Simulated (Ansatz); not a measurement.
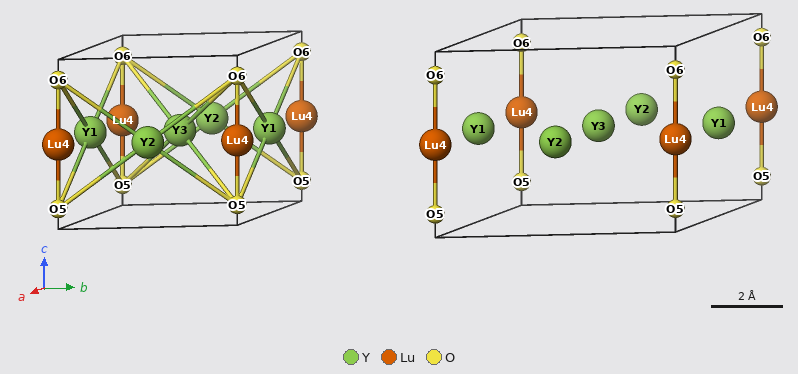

Two geometries of solid Y3LuO2 (a generated structure, set up in P6/mmm) (coarse preliminary run), drawn at one scale. One is the start of a relaxation, the other its converged end. A ball-and-stick model of the cell of the calculation, seen slightly off an axis.

Method: DFT PBE, scalar-relativistic, plane waves, PAW in Ansatz 0.2.0. Set-up: plane-wave cutoff 420 eV; k-point mesh 6 × 6 × 4; occupations gaussian; smearing width 0.1 eV; no spin polarisation; cell and atoms relaxed; force threshold 0.04 eV/Å; at most 70 steps.

> Which one is relaxed?

The right one is the relaxed one. The energy falls by 1999 meV per atom in 10 accepted moves (13 points after the start). The largest force component goes from 4.2 to 0.0044 eV/Å. The pressure goes from 55.98 to 0.13 GPa. The SCF was repeated 3 times at an unchanged geometry on a basis and grid sized afresh for the cell, which shifted the energy by 204 meV per atom at most. The largest moves relative to the cell, 0.029 Å, are those of O5 and O6. O5 goes along +c. Y and Lu stay in place. The volume changes by +96.9 %, with a = b 5.154 → 6.913 Å (+34.1 %), c 4.874 → 5.334 Å (+9.4 %). Some distances before and after: Y1–Y2 2.577 → 3.456 Å, Y1–Lu4 2.577 → 3.456 Å, Y1–O5 3.171 → 3.990 Å, O5–O6 1.177 → 1.345 Å. The space group stays P6/mmm (No. 191). Cost: 82 s on 1 thread of Intel(R) Xeon(R) Gold 6455B (Sapphire Rapids), with other jobs on the host, peak memory 0.58 GiB.

Limits of the set-up: layers or molecules are held without a dispersion correction, so their spacing is unreliable.
